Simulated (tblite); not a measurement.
**BSiNH$_{6}$ (charge −1): geometry relaxation (part 1 of 2)**

BSiNH$_{6}$, charge −1, multiplicity 2, SMILES [BH2-]N[SiH3], computed with GFN2-xTB geometry optimisation, gas phase (tblite 0.8.0).

It belongs to a series of runs on one base structure; here: X = H replaced by NHSiH3.

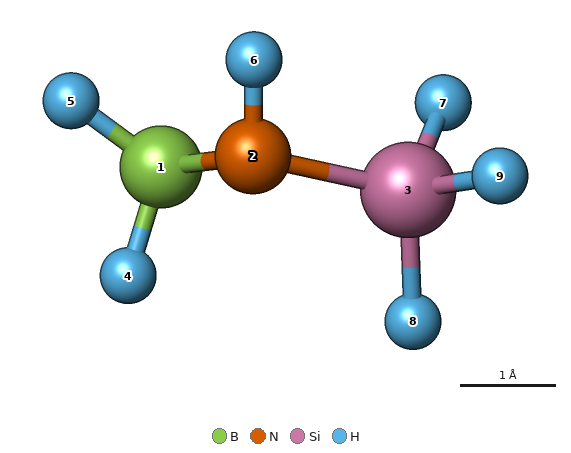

Figure 1. The starting structure (ball-and-stick view, seen at a tilt; atoms are numbered from 1 in the order of the input). Bond lengths as drawn: B–H 1.19 to 1.20 Å, B–N 1.54 Å, H–N 1.05 Å, H–Si 1.46 to 1.47 Å and N–Si 1.78 Å.

Input:
```
{"job": {"kind": "relax", "xc": "GFN2-xTB", "basis": "xTB"}, "charge": -1, "multiplicity": 2}
B      1.350000    -0.564400    -0.169000
N      0.471200     0.633800     0.248500
Si    -1.225600     0.143700     0.042900
H      1.533400    -0.507200    -1.352100
H      2.389400    -0.528600     0.405000
H      0.610900     0.764500     1.282200
H     -1.524700    -1.045100     0.842800
H     -1.487400    -0.133400    -1.376000
H     -2.103600     1.242800     0.477700
```

The first line tells a small driver script what to run in tblite; the rest is the geometry in Å.

Machine: 1 CPU thread, shared host.

Launched with:
```bash
OMP_NUM_THREADS=1 python <driver script> task.json out
```

Log:
```
step      E/eV     max force
  0    -246.60658    1.808
  1    -246.73066    0.953
  2    -246.79790    0.966
  3    -246.83304    0.851
  4    -246.98622    1.063
  5    -247.02692    0.690
  6    -247.07462    0.517
  7    -247.09446    0.582
  8    -247.12750    0.464
  9    -247.14779    0.467
 10    -247.16629    0.514
 11    -247.18924    0.474
 12    -247.21045    0.409
 13    -247.22279    0.411
 14    -247.23629    0.343
 15    -247.24598    0.336
 16    -247.25627    0.363
 17    -247.26701    0.513
 18    -247.28054    0.568
 19    -247.29751    0.481
 20    -247.31517    0.336
 21    -247.32845    0.271
 22    -247.33881    0.357
 23    -247.34929    0.403
 24    -247.36075    0.409
 25    -247.37512    0.407
 26    -247.39110    0.314
 27    -247.40168    0.263
 28    -247.40769    0.286
 29    -247.41374    0.232
 30    -247.41880    0.177
 31    -247.42514    0.214
 32    -247.43152    0.210
 33    -247.43720    0.218
 34    -247.44092    0.229
 35    -247.44392    0.210
 36    -247.44802    0.215
 37    -247.45368    0.255
 38    -247.45890    0.286
 39    -247.46396    0.209
 40    -247.46765    0.161
 41    -247.47136    0.148
 42    -247.47543    0.161
 43    -247.47856    0.148
 44    -247.48111    0.125
 45    -247.48345    0.130
 46    -247.48551    0.108
 47    -247.48677    0.084
 48    -247.48745    0.070
 49    -247.48803    0.079
 50    -247.48864    0.070
 51    -247.48910    0.054
 52    -247.48936    0.037
 53    -247.48948    0.027
 54    -247.48958    0.031
 55    -247.48971    0.034
 56    -247.48992    0.045
 57    -247.49022    0.060
 58    -247.49058    0.075
 59    -247.49096    0.066
 60    -247.49132    0.051
 61    -247.49165    0.052
 62    -247.49197    0.062
 63    -247.49231    0.068
 64    -247.49276    0.068
 65    -247.49331    0.069
 66    -247.49374    0.059
 67    -247.49393    0.033
 68    -247.49399    0.024
 69    -247.49403    0.027
 70    -247.49411    0.029
 71    -247.49421    0.028
 72    -247.49429    0.020
 73    -247.49431    0.009
```

Trajectory as extended XYZ (Å, eV, eV/Å), 51 of the 74 frames kept, from step=0 to step=73:
```
9
Properties=species:S:1:pos:R:3:forces:R:3 step=0 energy=-246.60658
B     1.3500   -0.5644   -0.1690   -0.0160   1.1980  -0.3980
N     0.4712    0.6338    0.2485   -1.0590  -0.8790   1.1720
Si   -1.2256    0.1437    0.0429    1.6870   0.1040   0.6140
H     1.5334   -0.5072   -1.3521   -0.2380  -0.3720  -0.4210
H     2.3894   -0.5286    0.4050    0.4270  -0.3730   0.5980
H     0.6109    0.7645    1.2822   -0.0470   0.1570  -1.2260
H    -1.5247   -1.0451    0.8428   -0.3490  -0.2010   0.1840
H    -1.4874   -0.1334   -1.3760   -0.0420   0.1830  -0.4580
H    -2.1036    1.2428    0.4777   -0.3630   0.1830  -0.0660
9
Properties=species:S:1:pos:R:3:forces:R:3 step=1 energy=-246.73066
B     1.3498   -0.5473   -0.1747    0.1640   0.9000  -0.2680
N     0.4560    0.6212    0.2653   -0.5120  -0.5510   0.3840
Si   -1.2015    0.1451    0.0517    0.7810  -0.1680   0.4210
H     1.5300   -0.5125   -1.3581   -0.2320  -0.2870  -0.3650
H     2.3955   -0.5339    0.4136    0.2270  -0.3160   0.4470
H     0.6102    0.7667    1.2647    0.1210   0.2820  -0.3520
H    -1.5297   -1.0480    0.8454   -0.3300  -0.1700   0.0940
H    -1.4880   -0.1308   -1.3825   -0.0100   0.2150  -0.2400
H    -2.1088    1.2454    0.4768   -0.2100   0.0950  -0.1210
9
Properties=species:S:1:pos:R:3:forces:R:3 step=3 energy=-246.83304
B     1.3618   -0.5001   -0.1893    0.4860   0.4390  -0.1180
N     0.4404    0.5953    0.2845    0.4370  -0.0590  -0.2250
Si   -1.1761    0.1325    0.0717   -0.7740  -0.3340   0.1130
H     1.5171   -0.5279   -1.3772   -0.1990  -0.1750  -0.1700
H     2.4060   -0.5509    0.4367   -0.0660  -0.2140   0.1450
H     0.6186    0.7841    1.2499    0.2960   0.4170   0.3980
H    -1.5480   -1.0580    0.8503   -0.2810  -0.2220   0.0330
H    -1.4878   -0.1186   -1.3942    0.0760   0.2160  -0.0120
H    -2.1185    1.2494    0.4697    0.0250  -0.0680  -0.1640
9
Properties=species:S:1:pos:R:3:forces:R:3 step=4 energy=-246.98622
B     1.4330   -0.3665   -0.2294    1.0400  -0.1800  -0.1230
N     0.4547    0.5398    0.3054   -0.2320   0.4070   0.3710
Si   -1.2052    0.0780    0.1212   -0.5280   0.6410   0.1820
H     1.4730   -0.5748   -1.4295   -0.0870  -0.0870   0.5380
H     2.4197   -0.6042    0.4947   -0.3600  -0.0370  -0.4930
H     0.6630    0.8580    1.2546   -0.0120  -0.0470  -0.5100
H    -1.6104   -1.0999    0.8636   -0.2550  -0.4530  -0.0090
H    -1.4797   -0.0745   -1.4188    0.2600   0.0520   0.1340
H    -2.1346    1.2502    0.4403    0.1750  -0.2960  -0.0910
9
Properties=species:S:1:pos:R:3:forces:R:3 step=6 energy=-247.07462
B     1.5068   -0.3090   -0.2497   -0.2050   0.3360   0.1310
N     0.4536    0.5276    0.3200   -0.1130  -0.2160  -0.4560
Si   -1.2419    0.0854    0.1521    0.3090   0.2300   0.1580
H     1.4501   -0.6007   -1.4230    0.0530  -0.1170   0.4630
H     2.4098   -0.6296    0.4942    0.0300  -0.0470  -0.3360
H     0.6827    0.8894    1.2378   -0.0330  -0.0290  -0.0920
H    -1.6520   -1.1397    0.8657   -0.2080  -0.0920  -0.2750
H    -1.4615   -0.0536   -1.4195    0.2580  -0.0750   0.2960
H    -2.1341    1.2362    0.4244   -0.0910   0.0100   0.1120
9
Properties=species:S:1:pos:R:3:forces:R:3 step=7 energy=-247.09446
B     1.5166   -0.2998   -0.2499   -0.4130   0.3970   0.1030
N     0.4513    0.5263    0.3156    0.0190  -0.1900  -0.4120
Si   -1.2447    0.0950    0.1584    0.3350  -0.0590   0.1430
H     1.4488   -0.6055   -1.4092    0.0500  -0.1610   0.2790
H     2.4067   -0.6326    0.4837    0.1760  -0.0650  -0.1730
H     0.6834    0.8907    1.2307   -0.0320  -0.0030  -0.0450
H    -1.6611   -1.1479    0.8604   -0.1890   0.0180  -0.3410
H    -1.4532   -0.0531   -1.4125    0.2370  -0.0880   0.2950
H    -2.1342    1.2328    0.4247   -0.1830   0.1510   0.1510
9
Properties=species:S:1:pos:R:3:forces:R:3 step=9 energy=-247.14779
B     1.5287   -0.2529   -0.2501   -0.1650   0.0360  -0.0240
N     0.4472    0.5207    0.2947    0.2370   0.2730   0.0650
Si   -1.2378    0.1117    0.1852   -0.1920  -0.4250   0.0280
H     1.4454   -0.6317   -1.3596   -0.0420  -0.2830  -0.3270
H     2.4096   -0.6454    0.4482    0.3020   0.0490   0.1410
H     0.6833    0.8957    1.2014    0.0060   0.1160   0.1100
H    -1.7004   -1.1706    0.8244   -0.1490   0.1340  -0.3870
H    -1.4156   -0.0558   -1.3759    0.1480  -0.1070   0.2400
H    -2.1467    1.2344    0.4338   -0.1450   0.2080   0.1540
9
Properties=species:S:1:pos:R:3:forces:R:3 step=10 energy=-247.16629
B     1.5360   -0.2235   -0.2539    0.1360  -0.3500  -0.1680
N     0.4499    0.5199    0.2896    0.0470   0.4470   0.2490
Si   -1.2394    0.1060    0.2004   -0.2300  -0.2430  -0.0660
H     1.4399   -0.6516   -1.3499   -0.0500  -0.2140  -0.2680
H     2.4177   -0.6535    0.4408    0.1760   0.1860   0.0840
H     0.6867    0.9056    1.1918    0.0020   0.1240   0.1350
H    -1.7244   -1.1804    0.8030   -0.1550   0.0880  -0.3330
H    -1.3968   -0.0557   -1.3581    0.1020  -0.1140   0.2330
H    -2.1561    1.2393    0.4384   -0.0280   0.0770   0.1340
9
Properties=species:S:1:pos:R:3:forces:R:3 step=12 energy=-247.21045
B     1.5348   -0.2175   -0.2593    0.1140  -0.2680  -0.0570
N     0.4561    0.5511    0.2807   -0.0560  -0.0210   0.0960
Si   -1.2464    0.0943    0.2132    0.0680   0.4030  -0.0230
H     1.4358   -0.6925   -1.3417   -0.1130  -0.1090  -0.1740
H     2.4430   -0.6434    0.4221    0.0050   0.2900   0.0560
H     0.6855    0.9189    1.1913    0.0690   0.1560   0.1770
H    -1.7660   -1.1841    0.7389   -0.2500  -0.1850  -0.0790
H    -1.3579   -0.0732   -1.3058    0.0050  -0.0690  -0.0420
H    -2.1712    1.2525    0.4626    0.1590  -0.1970   0.0470
9
Properties=species:S:1:pos:R:3:forces:R:3 step=13 energy=-247.22279
B     1.5368   -0.2203   -0.2627   -0.0360  -0.1370   0.0000
N     0.4582    0.5608    0.2808    0.0290  -0.1970   0.0710
Si   -1.2483    0.0973    0.2169    0.1720   0.3720   0.0290
H     1.4316   -0.7085   -1.3442   -0.1110  -0.0520  -0.0610
H     2.4518   -0.6344    0.4186   -0.0270   0.2900   0.0280
H     0.6869    0.9272    1.1950    0.0760   0.1100   0.0800
H    -1.7850   -1.1891    0.7166   -0.2380  -0.1500  -0.0400
H    -1.3455   -0.0800   -1.2902   -0.0230  -0.0450  -0.1420
H    -2.1730    1.2531    0.4713    0.1590  -0.1910   0.0360
9
Properties=species:S:1:pos:R:3:forces:R:3 step=15 energy=-247.24598
B     1.5348   -0.2339   -0.2687   -0.1800   0.0660   0.0890
N     0.4664    0.5656    0.2894    0.1250  -0.3070   0.0550
Si   -1.2421    0.1144    0.2241    0.1420  -0.1250   0.0590
H     1.4182   -0.7366   -1.3535   -0.0870   0.0410   0.1880
H     2.4659   -0.6012    0.4166   -0.0310   0.2320  -0.0660
H     0.6940    0.9460    1.2041    0.1020  -0.0150  -0.1320
H    -1.8279   -1.2007    0.6773   -0.1190   0.0910  -0.0410
H    -1.3283   -0.0933   -1.2753   -0.0330   0.0280  -0.1900
H    -2.1674    1.2456    0.4879    0.0800  -0.0110   0.0390
9
Properties=species:S:1:pos:R:3:forces:R:3 step=16 energy=-247.25627
B     1.5301   -0.2398   -0.2690   -0.0950   0.0550   0.0790
N     0.4721    0.5581    0.2960    0.0710  -0.1940   0.0680
Si   -1.2343    0.1207    0.2285   -0.0030  -0.3630   0.0060
H     1.4094   -0.7466   -1.3531   -0.0790   0.0520   0.2440
H     2.4701   -0.5791    0.4147    0.0140   0.1890  -0.0940
H     0.7003    0.9540    1.2047    0.1160  -0.0570  -0.1670
H    -1.8495   -1.2038    0.6611   -0.0580   0.1700  -0.0460
H    -1.3233   -0.0979   -1.2764   -0.0180   0.0660  -0.1320
H    -2.1613    1.2405    0.4956    0.0530   0.0820   0.0420
9
Properties=species:S:1:pos:R:3:forces:R:3 step=18 energy=-247.28054
B     1.5208   -0.2461   -0.2660    0.1790  -0.0790   0.0050
N     0.4838    0.5304    0.3124   -0.2100   0.1330   0.0890
Si   -1.2204    0.1133    0.2411   -0.3110  -0.4630  -0.1050
H     1.3828   -0.7707   -1.3334   -0.0570   0.0010   0.1900
H     2.4831   -0.5183    0.4012    0.1940   0.0940  -0.0920
H     0.7237    0.9708    1.1954    0.0850  -0.0920  -0.1000
H    -1.9081   -1.2041    0.6177    0.0080   0.1660  -0.0110
H    -1.3081   -0.1032   -1.2826    0.0120   0.1230   0.0000
H    -2.1440    1.2340    0.5162    0.1010   0.1170   0.0240
9
Properties=species:S:1:pos:R:3:forces:R:3 step=19 energy=-247.29751
B     1.5192   -0.2475   -0.2633    0.2350  -0.0980   0.0080
N     0.4870    0.5125    0.3237   -0.3240   0.2190   0.0590
Si   -1.2189    0.0953    0.2501   -0.3550  -0.2890  -0.1470
H     1.3612   -0.7910   -1.3111   -0.0280  -0.0630   0.0930
H     2.4989   -0.4730    0.3868    0.2940   0.0510  -0.0850
H     0.7436    0.9819    1.1852    0.0010  -0.0950  -0.0230
H    -1.9541   -1.2014    0.5826    0.0010   0.0880   0.0350
H    -1.2936   -0.1036   -1.2844    0.0140   0.1350   0.0520
H    -2.1298    1.2328    0.5325    0.1620   0.0520   0.0080
9
Properties=species:S:1:pos:R:3:forces:R:3 step=20 energy=-247.31517
B     1.5209   -0.2474   -0.2595    0.1570  -0.0470   0.0550
N     0.4858    0.4968    0.3351   -0.2700   0.1680  -0.0050
Si   -1.2237    0.0703    0.2597   -0.2700  -0.0360  -0.1800
H     1.3356   -0.8198   -1.2813    0.0230  -0.1230   0.0090
H     2.5248   -0.4196    0.3656    0.3200   0.0350  -0.0970
H     0.7661    0.9940    1.1723   -0.1280  -0.0880   0.0550
H    -2.0119   -1.1983    0.5370   -0.0380  -0.0050   0.0980
H    -1.2723   -0.1029   -1.2804   -0.0030   0.1340   0.0690
H    -2.1116    1.2329    0.5535    0.2090  -0.0390  -0.0040
9
Properties=species:S:1:pos:R:3:forces:R:3 step=22 energy=-247.33881
B     1.5233   -0.2510   -0.2446    0.0060   0.0660   0.0730
N     0.4771    0.4813    0.3464    0.0300  -0.0720  -0.0790
Si   -1.2423    0.0344    0.2656    0.0320   0.1800  -0.1430
H     1.2986   -0.8774   -1.2241    0.1210  -0.1610  -0.0260
H     2.5838   -0.3258    0.3155    0.1220   0.0460  -0.1390
H     0.7899    1.0062    1.1535   -0.3120  -0.0220   0.1720
H    -2.1129   -1.1933    0.4588   -0.1130  -0.0560   0.1730
H    -1.2323   -0.0996   -1.2620   -0.0560   0.1080  -0.0310
H    -2.0716    1.2313    0.5929    0.1700  -0.0890   0.0010
9
Properties=species:S:1:pos:R:3:forces:R:3 step=23 energy=-247.34929
B     1.5209   -0.2605   -0.2324    0.0690   0.1790   0.0830
N     0.4717    0.4767    0.3477    0.0980  -0.2110  -0.1160
Si   -1.2522    0.0246    0.2560    0.2090   0.1990  -0.0300
H     1.2920   -0.8964   -1.2012    0.1260  -0.2130  -0.0780
H     2.6098   -0.2871    0.2905   -0.0320   0.0340  -0.1370
H     0.7863    1.0020    1.1521   -0.3310   0.0410   0.2260
H    -2.1433   -1.1873    0.4421   -0.1560  -0.0720   0.1580
H    -1.2244   -0.0942   -1.2597   -0.0710   0.0710  -0.1280
H    -2.0473    1.2282    0.6069    0.0860  -0.0290   0.0230
9
Properties=species:S:1:pos:R:3:forces:R:3 step=25 energy=-247.37512
B     1.5296   -0.2657   -0.2132    0.0390   0.0860  -0.2030
N     0.4638    0.4611    0.3481    0.1790  -0.1440   0.0520
Si   -1.2621    0.0213    0.2301    0.3820  -0.1010   0.0960
H     1.2972   -0.9287   -1.1750    0.1620  -0.1230   0.0460
H     2.6465   -0.2392    0.2492   -0.1350   0.0470  -0.0300
H     0.7506    0.9910    1.1647   -0.3040  -0.0040   0.0830
H    -2.1826   -1.1819    0.4514   -0.1050   0.0460   0.0280
H    -1.2287   -0.0724   -1.2736   -0.0960  -0.0320  -0.1960
H    -2.0009    1.2206    0.6204   -0.1220   0.2240   0.1250
9
Properties=species:S:1:pos:R:3:forces:R:3 step=26 energy=-247.39110
B     1.5333   -0.2697   -0.2103    0.2010   0.0520  -0.2360
N     0.4646    0.4481    0.3522    0.1310  -0.0130   0.1450
Si   -1.2527    0.0202    0.2163    0.1370  -0.1770   0.1150
H     1.3064   -0.9457   -1.1688    0.1500  -0.0700   0.1050
H     2.6603   -0.2145    0.2329   -0.1940   0.0310  -0.0230
H     0.7209    0.9853    1.1782   -0.2070  -0.0960  -0.0670
H    -2.2006   -1.1776    0.4648   -0.0240   0.1300  -0.0600
H    -1.2394   -0.0612   -1.2917   -0.0830  -0.0720  -0.1110
H    -1.9792    1.2211    0.6284   -0.1120   0.2130   0.1320
9
Properties=species:S:1:pos:R:3:forces:R:3 step=28 energy=-247.40769
B     1.5497   -0.2643   -0.2152    0.2580   0.0330  -0.1200
N     0.4711    0.4213    0.3630    0.0440   0.0060   0.0430
Si   -1.2395    0.0025    0.2104   -0.2610  -0.0450   0.0440
H     1.3148   -0.9987   -1.1298    0.1710   0.0110   0.1090
H     2.6912   -0.1490    0.1883   -0.2750   0.0040  -0.0320
H     0.6771    0.9802    1.1862    0.0310  -0.0750  -0.0540
H    -2.2690   -1.1668    0.4466    0.0770   0.2300  -0.1090
H    -1.2389   -0.0493   -1.3084   -0.0830  -0.1010   0.0700
H    -1.9429    1.2302    0.6609    0.0390  -0.0630   0.0490
9
Properties=species:S:1:pos:R:3:forces:R:3 step=29 energy=-247.41374
B     1.5567   -0.2573   -0.2220    0.0280   0.0410  -0.0510
N     0.4738    0.4200    0.3614   -0.0370  -0.0590  -0.0590
Si   -1.2411    0.0004    0.2148   -0.1890   0.0100   0.0080
H     1.3219   -1.0010   -1.1230    0.1410  -0.0300   0.0140
H     2.6846   -0.1530    0.1857   -0.0740   0.0470   0.0360
H     0.6720    0.9776    1.1842    0.0900  -0.0140   0.0270
H    -2.2685   -1.1629    0.4444    0.0560   0.2060  -0.0910
H    -1.2399   -0.0514   -1.3067   -0.0850  -0.0910   0.0850
H    -1.9460    1.2335    0.6633    0.0690  -0.1100   0.0310
9
Properties=species:S:1:pos:R:3:forces:R:3 step=31 energy=-247.42514
B     1.5650   -0.2538   -0.2278   -0.0900   0.1160   0.1210
N     0.4758    0.4045    0.3617   -0.1410  -0.0550  -0.0430
Si   -1.2536   -0.0144    0.2203    0.0930   0.1060  -0.0400
H     1.3335   -1.0326   -1.0880    0.1220  -0.1050  -0.1410
H     2.6914   -0.1053    0.1594   -0.0050   0.0360   0.0500
H     0.6705    0.9727    1.1794    0.0900  -0.0080  -0.0030
H    -2.3068   -1.1344    0.4038   -0.0560   0.1090   0.0050
H    -1.2368   -0.0623   -1.2977   -0.0730  -0.0550   0.0340
H    -1.9254    1.2317    0.6909    0.0590  -0.1440   0.0180
9
Properties=species:S:1:pos:R:3:forces:R:3 step=32 energy=-247.43152
B     1.5686   -0.2539   -0.2279   -0.0660   0.1080   0.1420
N     0.4740    0.3905    0.3640   -0.1280  -0.0140  -0.0080
Si   -1.2585   -0.0224    0.2185    0.1720   0.1000  -0.0670
H     1.3474   -1.0594   -1.0672    0.1220  -0.0730  -0.1370
H     2.6977   -0.0628    0.1397   -0.0430   0.0060   0.0400
H     0.6656    0.9663    1.1791    0.0830  -0.0250  -0.0560
H    -2.3371   -1.1083    0.3784   -0.1270   0.0450   0.0640
H    -1.2408   -0.0701   -1.2956   -0.0430  -0.0300  -0.0050
H    -1.9033    1.2261    0.7130    0.0290  -0.1180   0.0270
9
Properties=species:S:1:pos:R:3:forces:R:3 step=34 energy=-247.44092
B     1.5720   -0.2545   -0.2246    0.0080  -0.0100   0.0230
N     0.4661    0.3674    0.3693    0.0220   0.0590  -0.0300
Si   -1.2566   -0.0270    0.2057    0.0410  -0.0220  -0.1070
H     1.3831   -1.0932   -1.0509    0.0980   0.0640  -0.0230
H     2.6971   -0.0040    0.1204   -0.0420  -0.0270   0.0570
H     0.6559    0.9504    1.1808    0.0630  -0.0280  -0.0840
H    -2.3752   -1.0620    0.3611   -0.1940  -0.0390   0.1150
H    -1.2616   -0.0821   -1.3036    0.0360  -0.0010  -0.0280
H    -1.8673    1.2110    0.7440   -0.0310   0.0040   0.0770
9
Properties=species:S:1:pos:R:3:forces:R:3 step=35 energy=-247.44392
B     1.5722   -0.2551   -0.2225    0.0370  -0.0550  -0.0440
N     0.4634    0.3628    0.3701    0.0800   0.0630  -0.0710
Si   -1.2539   -0.0265    0.1977   -0.0700  -0.0660  -0.0910
H     1.3965   -1.0960   -1.0536    0.0770   0.1000   0.0180
H     2.6931    0.0055    0.1219   -0.0040  -0.0250   0.0730
H     0.6556    0.9451    1.1806    0.0430  -0.0140  -0.0600
H    -2.3837   -1.0510    0.3671   -0.1800  -0.0400   0.1000
H    -1.2701   -0.0844   -1.3097    0.0560  -0.0050  -0.0180
H    -1.8595    1.2056    0.7505   -0.0390   0.0400   0.0920
9
Properties=species:S:1:pos:R:3:forces:R:3 step=36 energy=-247.44802
B     1.5752   -0.2549   -0.2202    0.0630  -0.1150  -0.1170
N     0.4613    0.3556    0.3702    0.1330   0.0560  -0.1160
Si   -1.2525   -0.0294    0.1859   -0.1890  -0.0960  -0.0370
H     1.4144   -1.1043   -1.0523    0.0670   0.1660   0.0800
H     2.6921    0.0250    0.1209    0.0040  -0.0350   0.0770
H     0.6561    0.9393    1.1784    0.0120   0.0050  -0.0380
H    -2.4092   -1.0373    0.3715   -0.1270   0.0010   0.0690
H    -1.2774   -0.0867   -1.3171    0.0670  -0.0160  -0.0060
H    -1.8464    1.1988    0.7648   -0.0310   0.0350   0.0880
```
